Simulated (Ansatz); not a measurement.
# Calculations on C₂H₃BS

### Relaxation

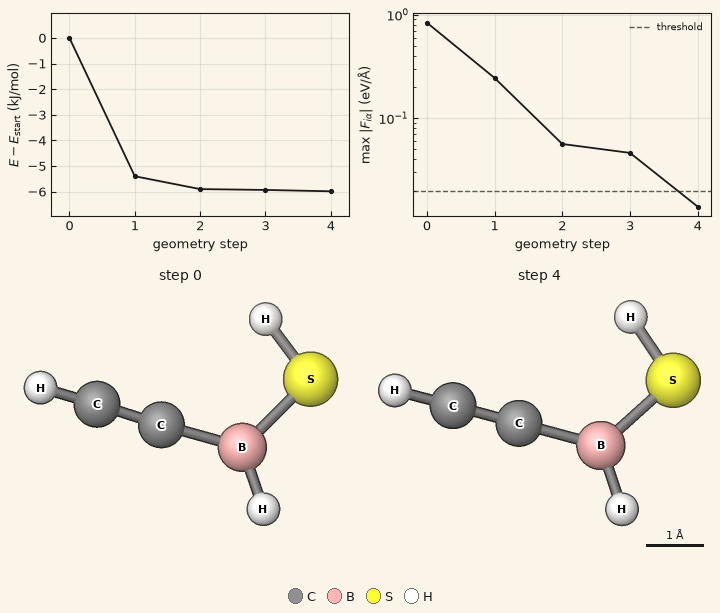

First and last geometry of a relaxation of C2H3BS, with the history of the run. Style: ball-and-stick. Shown at a tilt.

The run prepares an end point of a later path (hydrogen shift) calculation, from a guessed geometry.

These are results of RKS B3LYP/def2-SVP (Ansatz 0.2.0), not measurements.

Input file:
```yaml
crystal:
  periodic: [false, false, false]
  atoms:
    - { symbol: C, position_ang: [-1.55739, -0.03982, -0.91488] }
    - { symbol: C, position_ang: [-0.6997, 0.07393, -0.0753] }
    - { symbol: B, position_ang: [0.40779, 0.1977, 0.93131] }
    - { symbol: S, position_ang: [2.08019, -0.1531, 0.46304] }
    - { symbol: H, position_ang: [-2.32294, -0.13035, -1.63026] }
    - { symbol: H, position_ang: [0.22179, 0.52196, 2.03861] }
    - { symbol: H, position_ang: [1.87026, -0.47034, -0.81253] }
basis:
  gaussian: { orbitals: def2-SVP }
hamiltonian:
  xc: b3lyp
relax:
  f_tol: 0.02
  max_steps: 50
output:
  orbitals: {}
```

Run as
```bash
ansatz run input.yaml --threads 1 --pin off --max-ram 2048MiB --backend cpu --events-out ev --progress --plain --runs-dir out
```

Question: What do the curves and the structures tell?

Answer: It converged. The energy falls by 5.98 kJ/mol in 4 geometry steps. The largest force component goes from 0.84 to 0.014 eV/Å. H7 moves most after the best rigid fit: 0.12 Å. Largest moves by element: H 0.12 Å, S 0.07 Å, C 0.06 Å, B 0.03 Å. Among the contacts that change: B3–H6 1.169 → 1.203 Å, S4–H7 1.331 → 1.355 Å, C1–H5 1.052 → 1.075 Å, B3–S4 1.772 → 1.789 Å. Bond angles that change, for instance: C2–B3–S4 120.2° → 123.5°, S4–B3–H6 117.1° → 114.7°, C1–C2–B3 177.8° → 179.9°.

### Relaxation

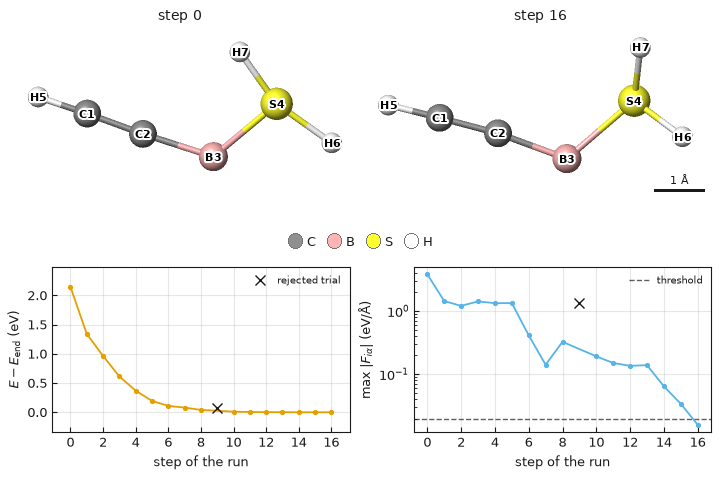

First and last geometry of a relaxation of C₂H₃BS, with the history of the run. The picture is a ball-and-stick view, seen at a tilt.

The run prepares an end point of a later path (hydrogen shift) calculation, from a guessed geometry.

Level of theory: RKS B3LYP/def2-SVP in Ansatz.

Input
```yaml
crystal:
  periodic: [false, false, false]
  atoms:
    - { symbol: C, position_ang: [-1.55739, -0.03982, -0.91488] }
    - { symbol: C, position_ang: [-0.6997, 0.07393, -0.0753] }
    - { symbol: B, position_ang: [0.40779, 0.1977, 0.93131] }
    - { symbol: S, position_ang: [2.08019, -0.1531, 0.46304] }
    - { symbol: H, position_ang: [-2.32294, -0.13035, -1.63026] }
    - { symbol: H, position_ang: [2.75064, 0.07752, 1.64698] }
    - { symbol: H, position_ang: [1.87026, -0.47034, -0.81253] }
basis:
  gaussian: { orbitals: def2-SVP }
hamiltonian:
  xc: b3lyp
relax:
  f_tol: 0.02
  max_steps: 50
```

Command:
```bash
ansatz run input.yaml --threads 1 --pin off --max-ram 2048MiB --backend cpu --events-out ev --progress --plain --runs-dir out
```

Question: Read the history and describe the run.

Answer: It converged. The energy falls by 2.147 eV in 15 accepted moves (16 points after the start). The largest force component goes from 3.8 to 0.016 eV/Å. The line search rejected the trial step at point 9 of the run. The largest move after the best rigid fit is that of H7, 0.86 Å. By element the largest moves are H 0.86 Å, S 0.39 Å, B 0.20 Å, C 0.18 Å. Some distances before and after: S4–H7 1.331 → 1.441 Å, B3–S4 1.772 → 1.835 Å, S4–H6 1.380 → 1.348 Å, C1–H5 1.052 → 1.075 Å. Bond angles that change, for instance: H6–S4–H7 159.8° → 93.8°, B3–S4–H7 98.7° → 131.8°, B3–S4–H6 101.5° → 105.8°.

### Path

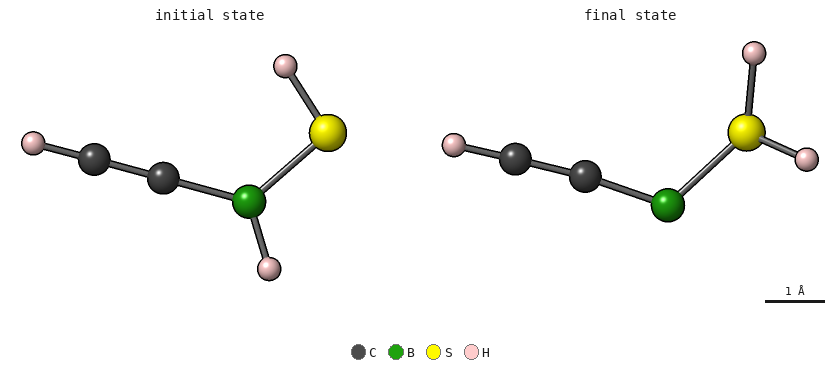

The two relaxed end points of a path for C$_{2}$H$_{3}$BS. Style: ball-and-stick. Shown face on.

Level of theory: RKS B3LYP/def2-SVP (Ansatz 0.2.0).

Settings: 9 movable images; climbing image; force threshold 0.05 eV/Å; iteration limit 60.

Start:
```xyz
7

C    -1.6167   -0.0321   -0.9179
C    -0.7092    0.0656   -0.1087
B     0.4160    0.1878    0.8993
S     2.1302   -0.1470    0.5107
H    -2.4212   -0.1161   -1.6257
H     0.2141    0.5227    2.0370
H     1.9868   -0.4808   -0.7947
```

End:
```xyz
7

C    -1.9318   -0.0912   -1.1659
C    -1.1495   -0.0374   -0.2213
B    -0.3059    0.0752    1.0051
S     1.4841   -0.2947    0.8480
H    -2.6308   -0.1371   -1.9807
H     2.1053    0.5212    1.7235
H     2.4286   -0.0361   -0.2087
```

Q: Predict the minimum-energy path and its barrier.

A: The highest point, image 6, lies 107.2 kcal/mol above the start and 13.1 kcal/mol above the end; the end is at +94.2 kcal/mol relative to the start. A hydrogen atom shifts from one atom to another. Breaking: B3–H6 (1.20 → 1.81 at the top → 2.56 Å). Forming: S4–H6 (2.54 → 1.42 at the top → 1.35 Å). The band converged in 13 iterations, with a climbing image at the top. At the top, the vibrational analysis gives one imaginary mode (1287i cm⁻¹), as a transition state must have.

Energies of the converged images:

| image | path (Å) | E (kcal/mol) |
| --- | --- | --- |
| 0 | 0.00 | 0.0 |
| 1 | 0.31 | 2.1 |
| 2 | 0.61 | 10.7 |
| 3 | 0.92 | 28.9 |
| 4 | 1.23 | 59.0 |
| 5 | 1.53 | 93.5 |
| 6 | 1.84 | 107.2 |
| 7 | 2.19 | 100.7 |
| 8 | 2.53 | 96.3 |
| 9 | 2.88 | 94.7 |
| 10 | 3.23 | 94.2 |

The geometry at the top of the path:

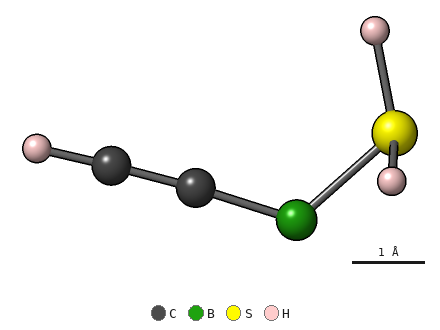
